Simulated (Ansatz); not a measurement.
# BrF$_{2}$HSi···HF: what the fields show

```yaml
atoms:
  - { symbol: Si, position_ang: [-0.8522, 0.1365, -0.3341] }
  - { symbol: F, position_ang: [1.7935, -0.9936, 1.1849] }
  - { symbol: F, position_ang: [-0.5001, -1.0896, -1.2557] }
  - { symbol: F, position_ang: [-2.1660, 0.8017, -0.8989] }
  - { symbol: H, position_ang: [-1.0545, -0.2802, 1.0530] }
  - { symbol: H, position_ang: [2.0149, -0.2005, 0.7616] }
  - { symbol: Br, position_ang: [0.7645, 1.6258, -0.5108] }
```

The product side of a reaction path; geometry: PBE0-D4/def2-TZVP; a saddle point, not a minimum.

Computed with RKS PBE0-D4/def2-TZVPP (Ansatz 0.2.0).

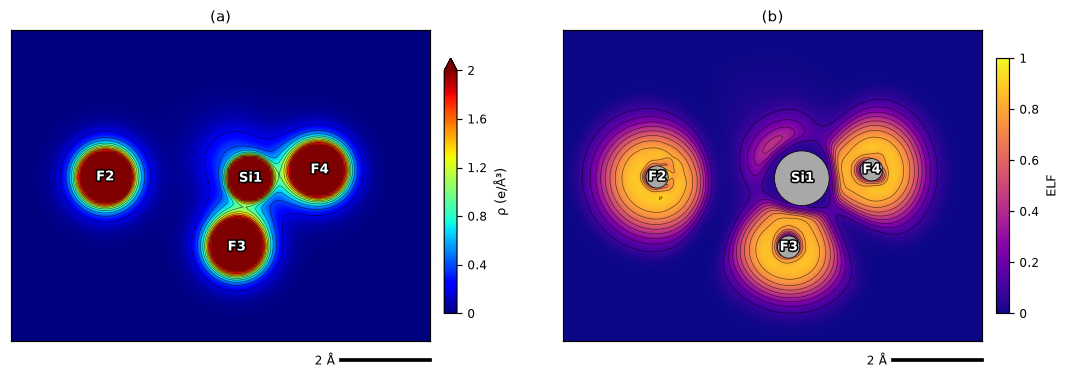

Figure 1. (a) electron density; (b) electron localisation function on the plane of atoms F3, Si1 and F4. Grey discs cover the atomic cores in the ELF map.

> What does the map show?

Atoms in the plane: Si and F.
Si–F (1.57 Å): the density is about 1.3 e/Å³ at the midpoint; the ELF peaks at about 0.85 in the valence shell of F, 0.6 Å from its nucleus, and is about 0.55 at the midpoint.
The ELF also peaks beside F3, F2 and F4, away from the bonds: lone-pair regions.

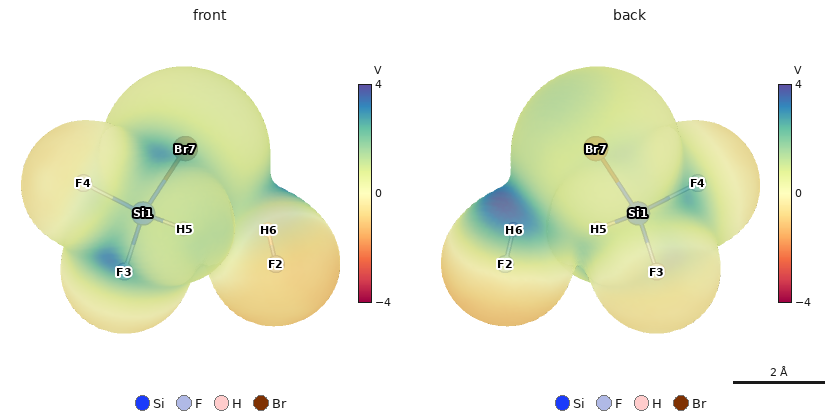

Figure 2. The electrostatic potential painted on the density surface at 0.004 e/bohr³, seen from the front and from behind; the colour scale runs from red (negative) to blue (positive).

> Which sites attract a positive test charge, and which a negative one?

A positive charge is drawn to the negative regions and a negative charge to the positive ones. The most negative region (about −1.1 V, or −25 kcal/mol for a unit charge) lies over F2, the most positive (about +3.6 V, or +83 kcal/mol for a unit charge) over H6.

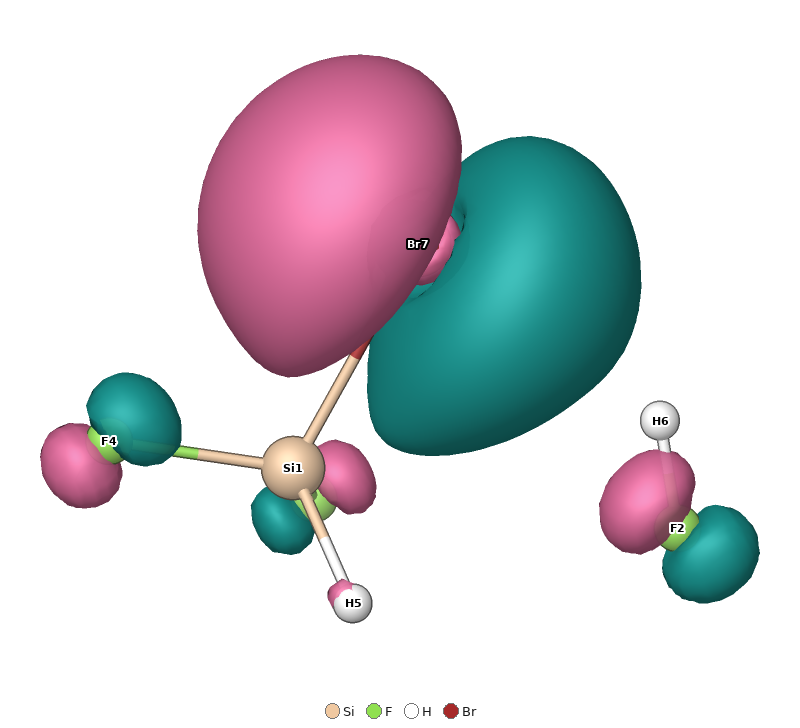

Figure 3. The HOMO−1 at ±0.1 Å⁻³ᐟ² (teal and pink are the two phases), seen at a tilt.

> What is the character of this orbital?

By Hirshfeld shares it lies mainly on Br7 (about 85 %); largely a lone pair of Br7. Its energy is −9.68 eV.
